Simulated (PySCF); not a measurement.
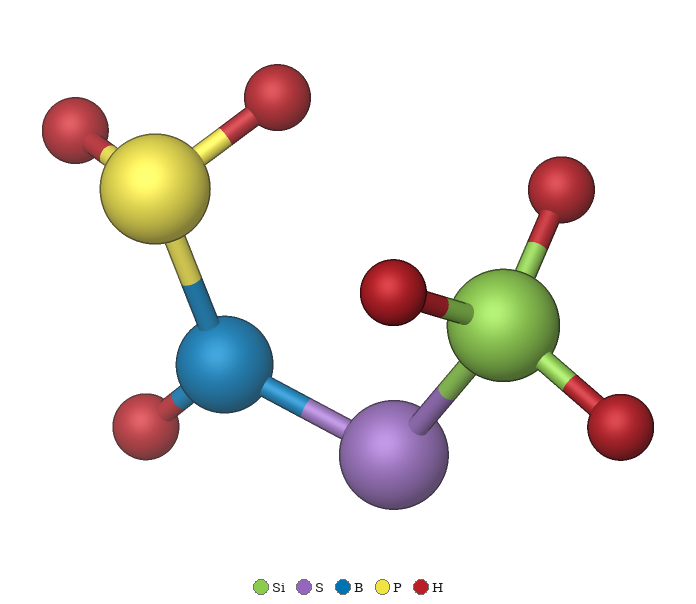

Rendered structure (ball-and-stick style). Every bond is drawn as one stick, whatever its order.

The geometry was computed by an optimisation with GFN2-xTB. No frequency run is at hand to confirm it as a minimum.

Question: Count the atoms of each element.

Answer: BH₆PSSi, 10 atoms: 1 boron, 6 hydrogen, 1 phosphorus, 1 sulfur and 1 silicon.

Question: Name some functional groups or characteristic bonds that it holds.

Answer: Among them: Si–H bond, B–H bond.

Question: Does it have rings?

Answer: It has no ring.

More results for the same structure follow; atom numbers are the same in all pictures, views and colours differ.

### Symmetry

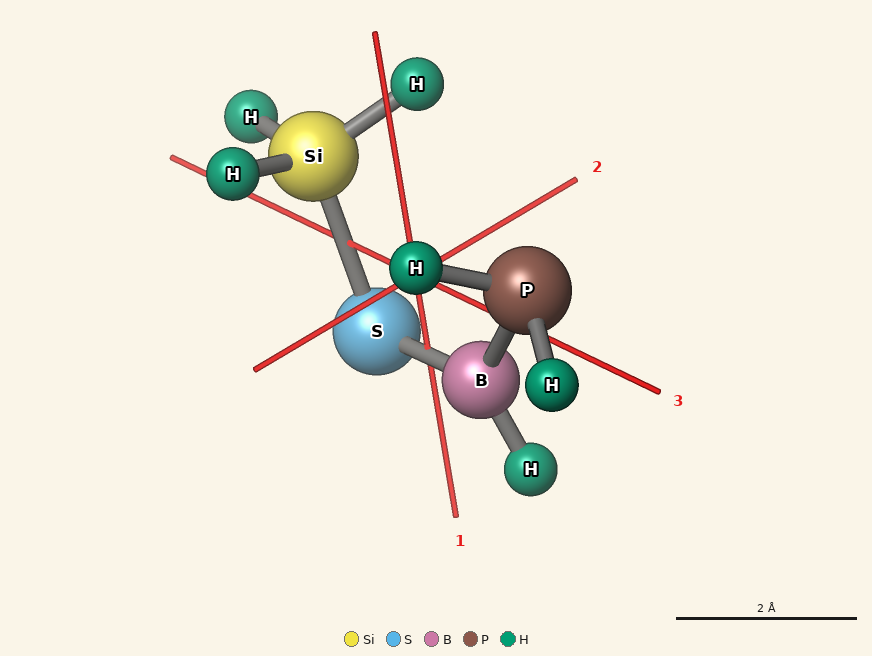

The three principal axes of inertia are drawn and numbered. Depth is shown by fading: the farther an atom, the more it takes the colour of the background. No frequency run is at hand to confirm it as a minimum. Masses are those of the most abundant isotopes; constants are for the rigid equilibrium geometry.

Question: Which line is the a axis (least moment of inertia), which b and which c?

Answer: a is line 3, b is line 1, c is line 2; the moments are 101, 246, 338 u Å².

Question: Classify the rotor and give the rotational constants (MHz).

Answer: An asymmetric top (C1): A = 4997, B = 2054, C = 1495 MHz. Ray's parameter κ is −0.68, nearer the prolate limit.

### Polarisability

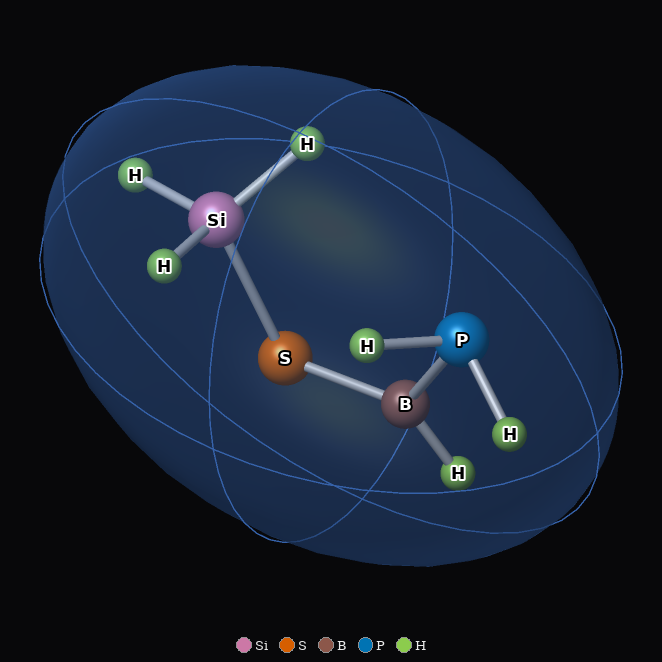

The ellipsoid shows the static dipole polarisability: its half-axes are proportional to the principal values. No frequency run is at hand to confirm it as a minimum. Computed with PBE0/def2-SVPD (PySCF 2.14.0).

Question: How large and how anisotropic is the polarisability?

Answer: Principal values 68.9, 90.7, 109.5 bohr³; mean 89.7 bohr³ (13.29 Å³); anisotropy 35.1 bohr³, so the longest axis is 1.59 times the shortest.

### Charges

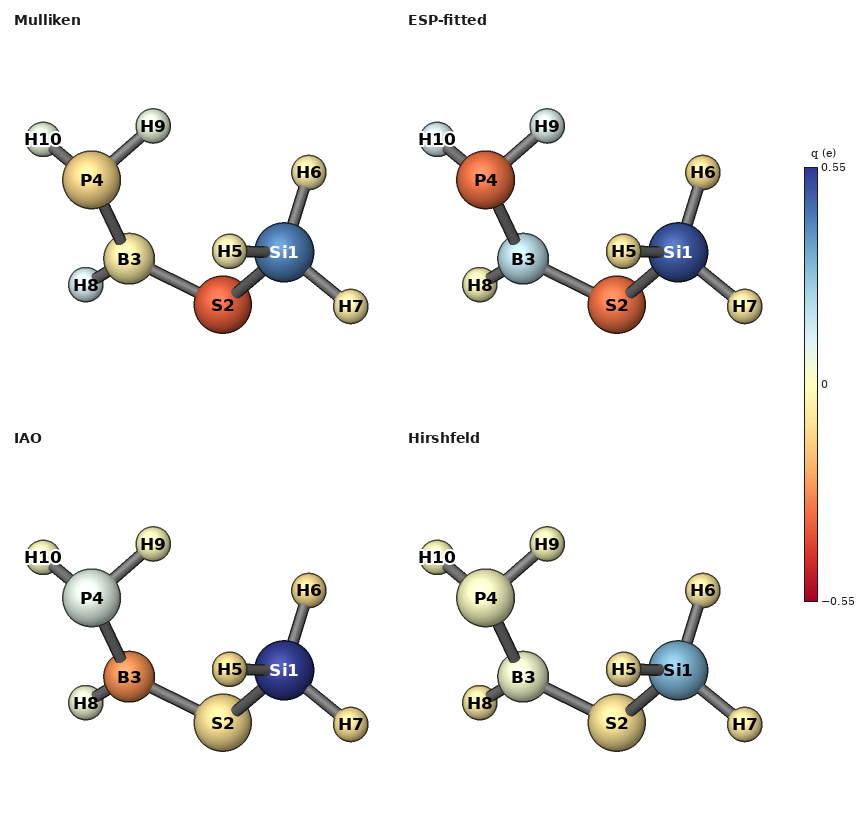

Atomic charges of one calculation by 4 schemes, on one colour scale. No frequency run is at hand to confirm it as a minimum. Level of theory: PBE0/pcSseg-1 (PySCF 2.14.0).

Question: Which scheme gives the most polar picture (largest mean size of the charges)?

Answer: The ESP-fitted charges are the largest in size here, and the Hirshfeld charges the smallest.

Question: On which atom do the schemes disagree most?

Answer: On B3 (from −0.26 to 0.18 e).

List the charges (e), one line for each set of equivalent atoms.

```
atom  Mulliken  ESP-fitted    IAO  Hirshfeld
 Si1      0.42        0.49   0.53       0.31
  S2     −0.35       −0.32  −0.10      −0.09
  B3     −0.05        0.18  −0.26       0.03
  P4     −0.12       −0.32   0.09       0.01
  H5     −0.03       −0.08  −0.10      −0.06
  H6     −0.04       −0.09  −0.11      −0.07
  H7     −0.05       −0.06  −0.09      −0.06
  H8      0.11       −0.01   0.04      −0.06
  H9      0.06        0.10  −0.01      −0.01
 H10      0.07        0.12   0.01       0.00
```

### NMR shielding

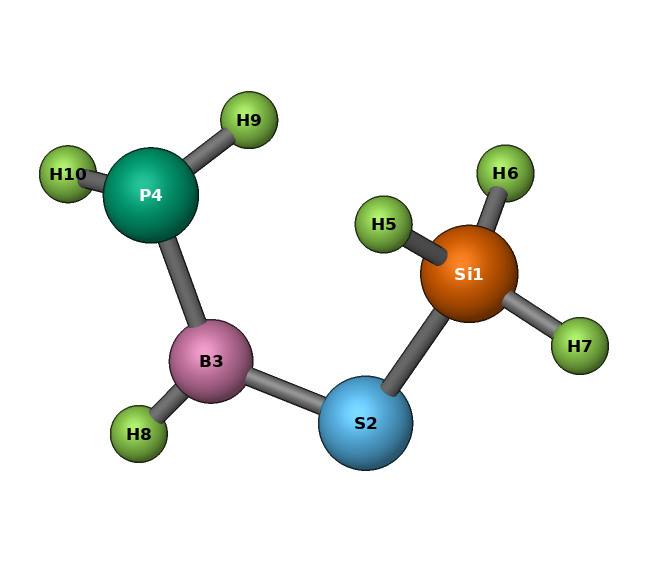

No frequency run is at hand to confirm it as a minimum. Properties computed with GIAO PBE0/pcSseg-1 NMR shielding, non-relativistic, gas phase (PySCF 2.14.0). Principal shieldings σ11 ≤ σ22 ≤ σ33, span Ω = σ33 − σ11, skew κ = 3(σiso − σ22)/Ω.

Give the shielding tensors of the P atoms.

```tsv
atom	σ11	σ22	σ33	σiso	Ω	κ
P4	456.5	519.9	612.2	529.5	155.7	0.19
```

Shieldings and span in ppm.

Mulliken values depend strongly on the basis set and can even reverse the polarity of a bond. The geometry is semi-empirical. Around B, P, Si such bond lengths and angles can be off by a tenth of an ångström or more and by several degrees, and values that hang on the shape move with them.
